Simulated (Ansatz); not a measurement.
Bond-angle distributions (per cent of the angles at each element, bins of 10°) of a relaxed model of amorphous C12Sb12S36 at 3.34 g/cm³. The numbers are results of PBE-D3(BJ), scalar-relativistic without spin-orbit coupling (plane waves to 420 eV, PAW; Ansatz, a program for electronic structure), not measurements.

A CHGNet melt-quench gave the starting glass, which DFT then relaxed. The hot cell started wider than the set density and was brought back towards it in steps. It is the lowest in DFT energy of 3 quenches. It is a model cell: composition and starting density were chosen by hand, and all elements were melted together. The geometry includes D3(BJ) dispersion. Its density started from a set value of 3.09 and ended at 3.34 g/cm³. Cooling (nominally 120 K/ps over its main leg) ran many orders faster than in experiment, which tends to leave more defects and strain. A cell of this size samples the disorder only roughly. Volume and shape were free in the relaxation.

Neighbours within C-C 1.72 Å, C-Sb 2.58 Å, C-S 2.00 Å, Sb-Sb 3.34 Å, Sb-S 2.88 Å, S-S 2.39 Å count as bonded.

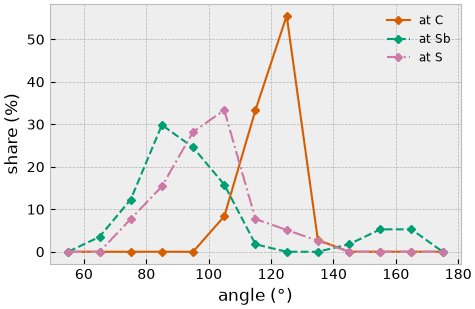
Figure. Bond-angle distributions

They go with these counts of neighbours within the cut-offs, cation contacts included: C mean 3.0, most often 3; Sb mean 3.6, most often 4; S mean 2.0, most often 2.
